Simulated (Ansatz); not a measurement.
# Series on glassy 69SiO2-19Al2O3-6SrO-6Li2O (mol %), by density

How do energy, pressure, forces, levels, charges and cost follow the density?

Computed with Ansatz 0.2.0: Kohn-Sham DFT, PBE, PAW (set soft_2). Every run is a single point, with the atoms held where the recipe put them (cutoff of the plane-wave runs 420 eV, fixed occupations).

First member: 106 atoms (22 Si, 12 Al, 2 Sr, 4 Li, 66 O) placed at random at 2.31 g/cm³, melted at 4000 K for 10 ps at fixed volume with the Morse and Coulomb pair potential with partial charges (Pedone, Malavasi, Menziani, Cormack and Segre, J. Phys. Chem. B 110, 11780 (2006)). Quenched from 4000 K to 300 K at 50 K/ps and fixed volume, held 5 ps.

Last member: 106 atoms (22 Si, 12 Al, 2 Sr, 4 Li, 66 O) placed at random at 3.07 g/cm³, melted at 4000 K for 10 ps at fixed volume with the Morse and Coulomb pair potential with partial charges (Pedone, Malavasi, Menziani, Cormack and Segre, J. Phys. Chem. B 110, 11780 (2006)). Quenched from 4000 K to 300 K at 50 K/ps and fixed volume, held 5 ps.

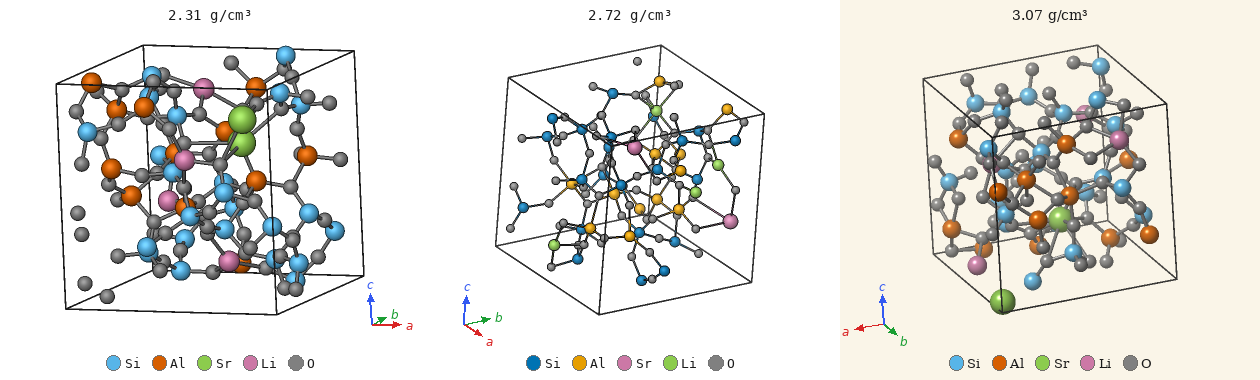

Three members of the series, labelled by density. Bonds to atoms that aren't drawn are left out. Some periodic images of atoms are drawn too.

The members:

```
density (g/cm³)  reduced formula  atoms  valence electrons  k-mesh        basis  density (g/cm³)
          2.306  SrLi2Al6Si11O33    106                552   1×1×1  plane waves             2.31
          2.434  SrLi2Al6Si11O33    106                552   1×1×1  plane waves             2.43
          2.562  SrLi2Al6Si11O33    106                552   1×1×1  plane waves             2.56
          2.716  SrLi2Al6Si11O33    106                552   1×1×1  plane waves             2.72
          2.869  SrLi2Al6Si11O33    106                552   1×1×1  plane waves             2.87
          3.074  SrLi2Al6Si11O33    106                552   1×1×1  plane waves             3.07
```

Each cell is one sample from a classical run, so sample-to-sample scatter enters every column; pressures lack the kinetic term.

The input of the first member, without its atom lines; other members have their own cell and atoms, and may differ in mesh, basis and outputs:

```yaml
crystal:
  lattice:
    - [11.6585, 0.0, 0.0]
    - [0.0, 11.6585, 0.0]
    - [0.0, 0.0, 11.6585]
  atoms:
    [... 106 lines ...]
kpoints:
  mp_grid: { grid: [1, 1, 1] }
hamiltonian:
  xc: pbe
scf:
  occupations: { method: fixed }
output:
  forces: true
  stress: true
  populations: true
  dos:
    method: { smearing: { sigma: 0.15 } }
    de: 0.1
    projected: { site_lists: { Al: [Al], Li: [Li], O: [O], Si: [Si], Sr: [Sr] } }
  eigenvalues: true
  write_density: true
  write_potential: true
  volumetric_format: npy
```

Predict the trends along the series.

Results; charges are mean Löwdin charges in e:

```
density (g/cm³)  energy less the first member's (meV/atom)  pressure (GPa)  r.m.s. force (eV/Å)  gap (eV)  q(Al)  q(Sr)  q(Li)
          2.306                                        0.0            3.36                 1.29                3.28  +1.36  +1.84  +0.85
          2.434                                       26.4            5.73                 1.30                3.02  +1.35  +1.86  +0.86
          2.562                                       27.2            5.41                 1.28                2.97  +1.35  +1.83  +0.84
          2.716                                       16.9            7.33                 1.30                3.72  +1.34  +1.85  +0.83
          2.869                                       75.3            7.31                 1.42                3.15  +1.33  +1.87  +0.83
          3.074                                       72.5            10.3                 1.41                3.66  +1.32  +1.87  +0.82
```

The gap is that between the highest filled and lowest empty Kohn-Sham level on the run's k-points; tail or defect levels can set it, and semilocal functionals tend to put gaps under measured ones. Atoms aren't relaxed at this level, so pressure against density here is no equation of state. The projection misses up to 0.063 e an atom, so the charges add up to more than the cell's charge.

Bonds in each cell, which the recipe sets and DFT didn't move; cutoffs follow each cell's own g(r) within set bounds (mean length in Å, and neighbours of the second kind about the first):

```
density (g/cm³)  O-Si length  O-Si count  Al-O length  Al-O count
          2.306            -           -            -           -
          2.434        1.616        1.33        1.758        4.00
          2.562        1.620        1.33        1.765        4.00
          2.716        1.612        1.33        1.789        4.17
          2.869        1.622        1.33        1.794        4.08
          3.074            -           -            -           -
```

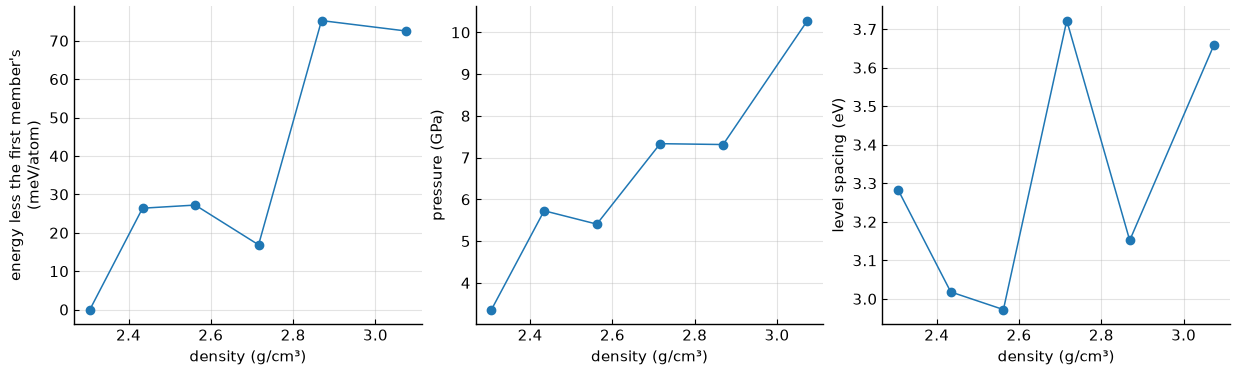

Results against density.

Cost on 8 threads of Arm Neoverse N1, shared host:

```
density (g/cm³)  atoms        basis  k-mesh  SCF cycles  time  host memory (GiB)
          2.306    106  plane waves   1×1×1           9  43 s                2.0
          2.434    106  plane waves   1×1×1           9  34 s                2.0
          2.562    106  plane waves   1×1×1           9  37 s                1.9
          2.716    106  plane waves   1×1×1           9  34 s                1.8
          2.869    106  plane waves   1×1×1           9  34 s                1.7
          3.074    106  plane waves   1×1×1           9  38 s                1.6
```

Times include the outputs that each run asked for, on hosts shared with other jobs.

What the series shows: The energy against the first member is lowest at 2.31 g/cm³ (0.0 meV/atom) and highest at 2.87 g/cm³ (75.3 meV/atom); each member is a single configuration. The gap is lowest at 2.56 g/cm³ (2.97 eV) and highest at 2.72 g/cm³ (3.72 eV), with no steady trend; in single samples it varies with the configuration. The mean charge on Al goes from +1.36 e at 2.31 to +1.32 e at 3.07 g/cm³. The pressure is lowest at 2.31 g/cm³ (3.4 GPa) and highest at 3.07 g/cm³ (10 GPa), rising overall but not at every step.

**Limits.** The quench rate of 50 K/ps far exceeds what a furnace or splat quench reaches, so expect more defects and frozen-in strain than in a real sample. The starting topology of bonds comes from the classical model, and needn't be the one that DFT or experiment would give. The cells aren't relaxed by DFT, which could reorder their energies.

[Logs are printed without paths, hosts, clocks, repeated set-up lines and the standing remarks that a program may print on its own settings, such as how far it seeks lower states.]

[Hosts, paths, dates, database ids (printed as entryN), source tags and the programs' standing remarks are cut or masked in the printed files.]
